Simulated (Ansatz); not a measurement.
Cl₂ (SMILES Cl[Cl+]) (charge +1, doublet)

Input

```
crystal:
  periodic: [false, false, false]
  atoms:
    - {symbol: Cl, position_ang: [0.803657, -0.267575, 0.412063]}
    - {symbol: Cl, position_ang: [-0.803657, 0.267575, -0.412063]}
basis:
  gaussian: {orbitals: def2-TZVPP}
total_charge: 1
magnetization: {spin_polarized: true, initial_magnetization: 1}
hamiltonian: {xc: pbe0, dispersion: d4}
output: {orbitals: {seedname: orbitals}}
```

Launched as:

```sh
ansatz run in.yaml --threads 2 --pin off --events-out ev --progress --plain --max-ram 32768MiB --backend cpu
```

Geometry: PBE0-D4/def2-TZVP.

These are results of Ansatz, UKS PBE0-D4/def2-TZVPP, not measurements.

What will maps of the electron density, electron localisation function and spin density show?

Cl–Cl (1.88 Å): the density is about 1.4 e/Å³ at the midpoint; the ELF peaks at about 0.80 between the atoms, as expected for localised, covalent bonding.
The unpaired spin (1 electron) lies mostly on Cl1 (about 0.5) and Cl2 (about 0.5), in electrons by Hirshfeld's partition.

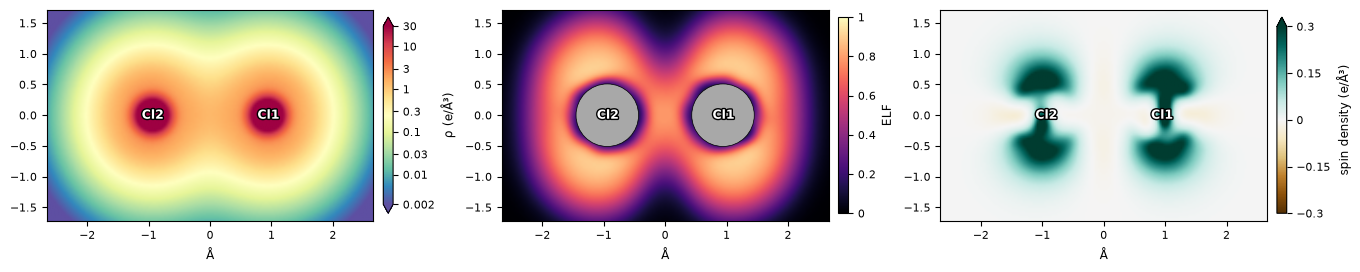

Computed electron density, electron localisation function and spin density on a plane that holds the molecular axis, in this order. Grey discs cover the atomic cores in the ELF map. 
